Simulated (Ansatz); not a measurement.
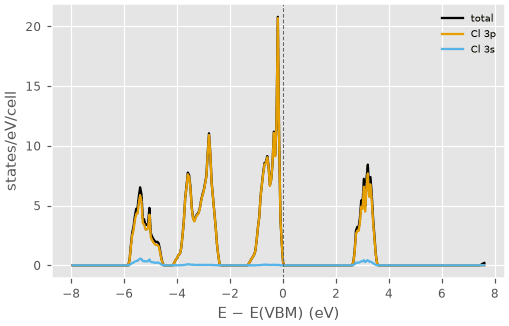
Figure: Total and projected density of states of Cl (molecular I2 type, Cmce), DFT-r²SCAN in the program Ansatz with PAW potentials

Task: Which orbitals carry the states next to the gap?

Result: Top 1 eV of the valence band: Cl 3p 99 %. Bottom 1 eV of the conduction band: Cl 3p 91 %, Cl 3s 5 %. Projections are on Löwdin-orthogonalised atomic valence shells; empty p or d shells of many metals are not among them.

The r²SCAN relaxation kept the symmetry of its start. The substance is a gas or liquid at ambient conditions; this is its low-temperature solid. A crystal of weakly bound units computed without a dispersion correction: the cell and the soft elastic constants depend strongly on that.

Potentials: the later of the program's two PAW sets.
